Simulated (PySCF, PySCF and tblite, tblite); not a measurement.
**C₆H₁₂O: a path driven as rotation about a bond, and NMR exchange**

Aim: the barrier and rate of rotation about a bond in C₆H₁₂O (`OC1CCCCC1`), and what it does to NMR lines.

Computed with tblite 0.8.0 (tight binding) and PySCF 2.14.0 (DFT, with response routines of our own); each step states its level. Atoms count from 0 throughout.

## Step 1: The molecule as given

19 atoms, charge 0, multiplicity 1; geometry from: force field or distance geometry start.

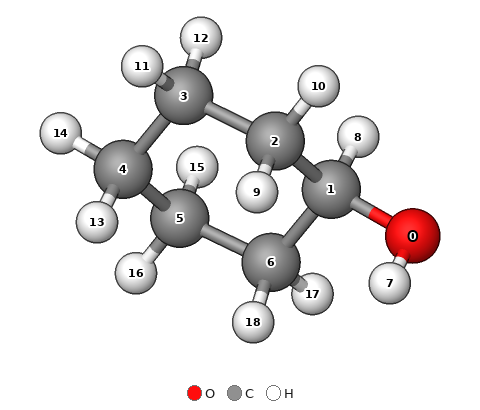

The starting geometry (oxygen red, carbon grey, hydrogen white), atoms numbered.

## Step 2: GFN2-xTB relaxation, start minimum

What the job is given:

```
{"job": {"xc": "GFN2-xTB", "basis": "xTB", "kind": "relax"}, "charge": 0, "multiplicity": 1}
O      2.437400    -0.989800    -0.221700
C      1.160900    -0.391500    -0.517300
C      1.029200     0.904500     0.278900
C     -0.358900     1.538200     0.068300
C     -1.475300     0.542100     0.419100
C     -1.334000    -0.761200    -0.371400
C      0.049800    -1.379900    -0.173900
H      2.464100    -1.179700     0.735200
H      1.151900    -0.182200    -1.580800
H      1.188600     0.720500     1.347900
H      1.797700     1.612300    -0.033700
H     -0.457900     2.420100     0.707000
H     -0.468000     1.861200    -0.954200
H     -1.454000     0.327100     1.484400
H     -2.449800     1.007300     0.193700
H     -1.493600    -0.565300    -1.424000
H     -2.102000    -1.465000    -0.048400
H      0.148500    -2.287600    -0.789900
H      0.155600    -1.721700     0.873500
```

Started as:

```bash
$ OMP_NUM_THREADS=1 python ens_run.py task.json out
```

One launch serves the whole session.

The log of the run:

```text
step      E/eV     max force
  0    -627.14564    1.268
  1    -627.18217    0.289
  2    -627.18780    0.278
  3    -627.19348    0.207
  4    -627.19675    0.143
  5    -627.19849    0.111
  6    -627.20007    0.144
  7    -627.20187    0.142
  8    -627.20367    0.131
  9    -627.20530    0.107
 10    -627.20690    0.139
 11    -627.20878    0.153
 12    -627.21089    0.148
 13    -627.21267    0.114
 14    -627.21380    0.085
 15    -627.21455    0.076
 16    -627.21520    0.072
 17    -627.21574    0.053
 18    -627.21616    0.051
 19    -627.21651    0.057
 20    -627.21684    0.053
 21    -627.21712    0.036
 22    -627.21728    0.021
 23    -627.21738    0.019
 24    -627.21746    0.023
 25    -627.21754    0.025
 26    -627.21759    0.020
 27    -627.21762    0.012
 28    -627.21765    0.014
 29    -627.21769    0.023
 30    -627.21775    0.031
 31    -627.21782    0.034
 32    -627.21791    0.030
 33    -627.21800    0.026
 34    -627.21808    0.025
 35    -627.21815    0.022
 36    -627.21819    0.016
 37    -627.21823    0.015
 38    -627.21826    0.016
 39    -627.21830    0.013
 40    -627.21832    0.010
 41    -627.21833    0.009
 42    -627.21835    0.012
 43    -627.21837    0.013
 44    -627.21839    0.009
 45    -627.21839    0.006
 46    -627.21840    0.007
 47    -627.21841    0.006
 48    -627.21841    0.004
 49    -627.21841    0.002
```

It took 0.43 s on 1 thread of Arm Neoverse N1, shared host.

Gain 0.073 eV; displacement 0.07 Å root mean square.

## Step 3: Relaxed scan, rotation

What the job is given:

```
{"job": {"xc": "GFN2-xTB", "basis": "xTB", "coordinate": [["t", [2, 1, 0, 7], 0.3333333333333333], ["t", [6, 1, 0, 7], 0.3333333333333333], ["t", [8, 1, 0, 7], 0.3333333333333333]], "kind": "drive"}, "charge": 0, "multiplicity": 1}
O      2.438609    -0.971836    -0.316570
C      1.161373    -0.396524    -0.491214
C      1.003435     0.896193     0.314963
C     -0.363473     1.524576     0.062369
C     -1.478199     0.545311     0.418593
C     -1.325975    -0.746938    -0.378510
C      0.041074    -1.374974    -0.125821
H      2.545489    -1.198436     0.614605
H      1.109321    -0.166758    -1.561180
H      1.110017     0.666572     1.379725
H      1.799494     1.590881     0.040154
H     -0.464335     2.436648     0.654076
H     -0.445118     1.798028    -0.991855
H     -1.435472     0.319962     1.486904
H     -2.450052     0.997661     0.211487
H     -1.431532    -0.529748    -1.443658
H     -2.112071    -1.451927    -0.100694
H      0.155287    -2.288391    -0.712723
H      0.132323    -1.641050     0.931888
```

The log of the run:

```text
point  coordinate     E/eV
  0    -74.800     -627.20775
  1    -89.700     -627.18189
  2   -104.800     -627.15277
  3   -119.900     -627.13470
  4   -135.000     -627.13596
  5   -150.100     -627.14790
  6   -165.000     -627.16367
  7   -179.900     -627.16427
```

Run time: 1.5 s. Hardware: 1 thread of Arm Neoverse N1, shared host.

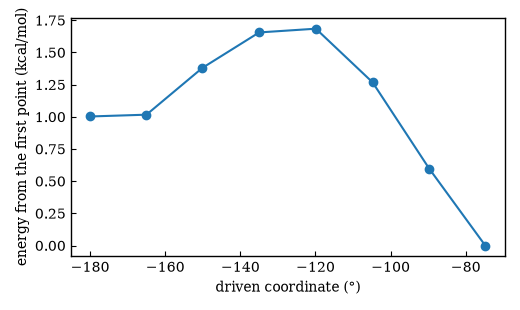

Energy along the scan.

## Step 4: Nudged elastic band, leg 1

Changed since step 3:

```diff
@@ -1,2 +1,2 @@
-{"job": {"xc": "GFN2-xTB", "basis": "xTB", "coordinate": [["t", [2, 1, 0, 7], 0.3333333333333333], ["t", [6, 1, 0, 7], 0.3333333333333333], ["t", [8, 1, 0, 7], 0.3333333333333333]], "kind": "drive"}, "charge": 0, "multiplicity": 1}
+{"job": {"xc": "GFN2-xTB", "basis": "xTB", "kind": "neb"}, "charge": 0, "multiplicity": 1}
 O      2.438609    -0.971836    -0.316570
```

The log of the run:

```text
image   E - E0 / eV
  0       0.0000
  1       0.0182
  2       0.0619
  3       0.0870
  4       0.0723
  5       0.0556
  6       0.0511
```

Run time: 1.9 s. Hardware: 1 thread of Arm Neoverse N1, shared host; peak memory 0.19 GiB.

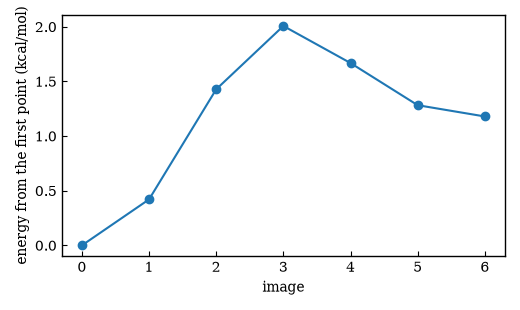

Energy along the band.

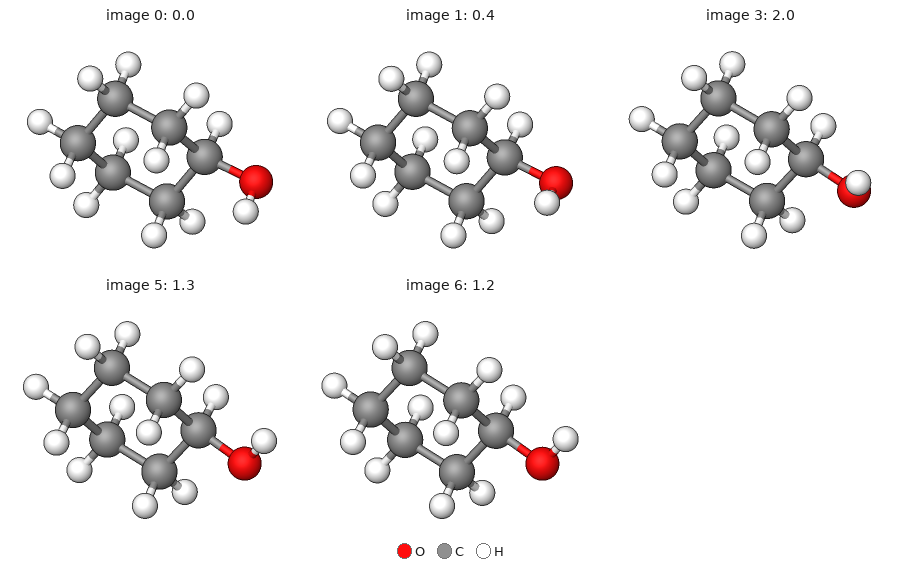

Images along the band, with energies in kcal/mol.

## Step 5: Saddle search, leg 1

What the job is given:

```
{"job": {"xc": "GFN2-xTB", "basis": "xTB", "kind": "saddle"}, "charge": 0, "multiplicity": 1}
O      2.354280    -1.148385    -0.151059
C      1.143184    -0.469366    -0.446306
C      1.003918     0.829425     0.346683
C     -0.339863     1.499398     0.071702
C     -1.484526     0.550506     0.414837
C     -1.369485    -0.733798    -0.402105
C     -0.027501    -1.407898    -0.142795
H      2.903439    -0.588991     0.406264
H      1.147980    -0.237658    -1.523874
H      1.079423     0.601515     1.414662
H      1.819943     1.509342     0.082627
H     -0.421295     2.414158     0.662233
H     -0.400356     1.774276    -0.983162
H     -1.442108     0.309078     1.479016
H     -2.442718     1.034064     0.217940
H     -1.467468    -0.504211    -1.465872
H     -2.176591    -1.417708    -0.133347
H      0.077302    -2.306774    -0.752201
H      0.042442    -1.706973     0.904757
```

The log of the run:

```text
step      E/eV     max force
  0    -627.13137   0.0424
  1    -627.13486   0.0422
  2    -627.13493   0.0028
lowest wavenumbers (cm-1): -305.9 153.1 225.4 328.3 332.2 393.4
```

It took 2.9 s on 1 thread of Arm Neoverse N1, shared host; peak memory 0.19 GiB.

Point group C1; 1 imaginary mode, 306i cm⁻¹, carried by H7, O0. Steps downhill from it reached both ends.

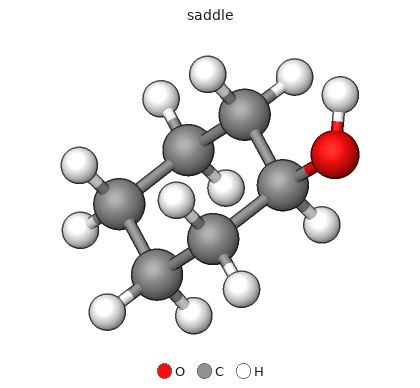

The saddle point.

## Step 6: Shieldings, start: BP86/pcSseg-1 in benzene

What the job is given:

```
{"job": {"kind": "nmr", "xc": "BP86", "basis": "pcSseg-1", "solvent": "benzene", "pop": false}, "charge": 0, "multiplicity": 1}
O      2.438609    -0.971836    -0.316570
C      1.161373    -0.396524    -0.491214
C      1.003435     0.896193     0.314963
C     -0.363473     1.524576     0.062369
C     -1.478199     0.545311     0.418593
C     -1.325975    -0.746938    -0.378510
C      0.041074    -1.374974    -0.125821
H      2.545489    -1.198436     0.614605
H      1.109321    -0.166758    -1.561180
H      1.110017     0.666572     1.379725
H      1.799494     1.590881     0.040154
H     -0.464335     2.436648     0.654076
H     -0.445118     1.798028    -0.991855
H     -1.435472     0.319962     1.486904
H     -2.450052     0.997661     0.211487
H     -1.431532    -0.529748    -1.443658
H     -2.112071    -1.451927    -0.100694
H      0.155287    -2.288391    -0.712723
H      0.132323    -1.641050     0.931888
```

The log of the run:

```text
coarse grid: 15048 points
cycle   1  E = -310.8191027704  dE =  6.031e-01  |g| = 8.528e-01  |ddm| = 3.796e+00
cycle   2  E = -310.5551232907  dE =  2.640e-01  |g| = 1.418e+00  |ddm| = 2.180e+00
cycle   3  E = -310.9763231129  dE = -4.212e-01  |g| = 1.167e-01  |ddm| = 1.545e+00
cycle   4  E = -310.9782866649  dE = -1.964e-03  |g| = 6.091e-02  |ddm| = 1.403e-01
cycle   5  E = -310.9790656754  dE = -7.790e-04  |g| = 1.389e-02  |ddm| = 6.351e-02
cycle   6  E = -310.9791065715  dE = -4.090e-05  |g| = 2.605e-03  |ddm| = 1.583e-02
cycle   7  E = -310.9791077817  dE = -1.210e-06  |g| = 1.051e-03  |ddm| = 2.538e-03
final grid: 142920 points
cycle   8  E = -311.0557412339  dE = -9.815e-05  |g| = 8.637e-03  |ddm| = 5.053e-02
cycle   9  E = -311.0557024849  dE =  3.875e-05  |g| = 1.594e-02  |ddm| = 1.970e-02
cycle  10  E = -311.0557569765  dE = -5.449e-05  |g| = 1.317e-03  |ddm| = 1.371e-02
cycle  11  E = -311.0557572843  dE = -3.077e-07  |g| = 4.501e-04  |ddm| = 1.485e-03
cycle  12  E = -311.0557573320  dE = -4.776e-08  |g| = 8.610e-05  |ddm| = 4.285e-04
cycle  13  E = -311.0557573336  dE = -1.517e-09  |g| = 1.088e-05  |ddm| = 9.028e-05
cycle  14  E = -311.0557573336  dE = -1.637e-11  |g| = 6.820e-06  |ddm| = 1.427e-05
converged SCF energy = -311.0557573336

GIAO shielding tensors (ppm)
atom      isotropic    diamagn.    paramagn.     s11        s22        s33       span
  0 O      252.327     389.032    -136.704    225.560    253.209    278.212     52.652
  1 C      103.174     245.468    -142.294     77.860     90.687    140.973     63.113
  2 C      138.384     248.928    -110.544    126.161    135.658    153.332     27.172
  3 C      151.244     248.325     -97.081    145.882    147.851    159.998     14.117
  4 C      150.800     248.109     -97.309    145.212    150.925    156.265     11.053
  5 C      151.249     248.327     -97.078    145.896    147.857    159.994     14.097
  6 C      138.374     248.920    -110.546    126.141    135.646    153.336     27.195
  7 H       31.561      32.503      -0.942     24.083     29.320     41.279     17.196
  8 H       28.197      31.271      -3.074     24.598     29.418     30.574      5.976
  9 H       30.780      32.258      -1.478     28.033     29.726     34.581      6.548
 10 H       29.478      30.335      -0.857     25.549     28.309     34.575      9.026
 11 H       29.770      29.585       0.186     24.772     27.939     36.600     11.828
 12 H       30.330      31.171      -0.841     26.694     28.552     35.744      9.050
 13 H       30.629      31.275      -0.645     27.307     28.500     36.082      8.775
 14 H       29.976      29.498       0.478     25.567     27.882     36.480     10.913
 15 H       30.330      31.171      -0.841     26.695     28.551     35.744      9.050
 16 H       29.771      29.586       0.185     24.773     27.939     36.601     11.828
 17 H       29.478      30.336      -0.858     25.548     28.311     34.574      9.026
 18 H       30.779      32.257      -1.478     28.033     29.725     34.580      6.546
```

Wall time 39 s (1 thread of Arm Neoverse N1, shared host); peak memory 0.85 GiB.

In short: HOMO -5.95 eV, LUMO 0.83 eV; dipole 1.83 D.

[end of part 1 of 2]
